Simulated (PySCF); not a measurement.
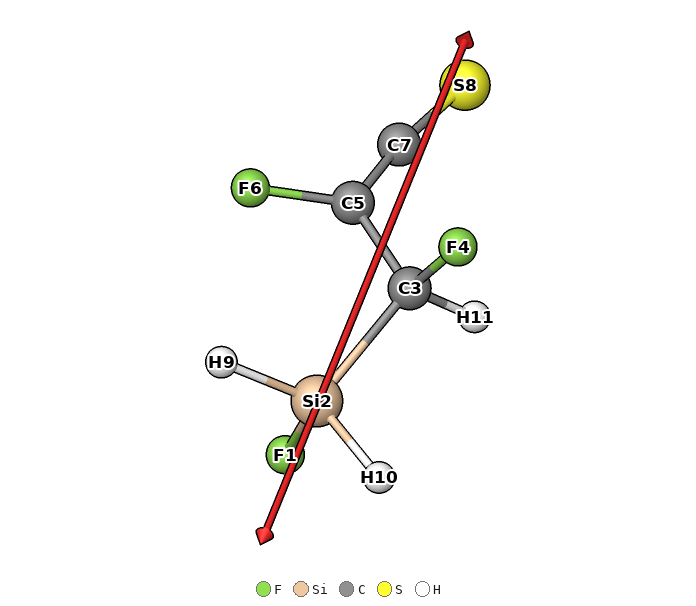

The double arrow shows the direction of the transition dipole to excited singlet state 4 (its length means nothing). The computed structure is the end point of a GFN2-xTB optimisation. No frequency run is at hand to confirm it as a minimum. Properties computed with TDDFT CAM-B3LYP/def2-SVPD, vertical, gas phase, core orbitals frozen in the response (PySCF 2.14.0).

> Give its energy, strength and character.

6.01 eV (206 nm), oscillator strength 0.53, of mixed character, with the largest part HOMO−1 → LUMO (weight 0.48); transition dipole 4.80 D.

The geometry is semi-empirical. Around Si such bond lengths and angles can be off by a tenth of an ångström or more and by several degrees, and values that hang on the shape move with them.
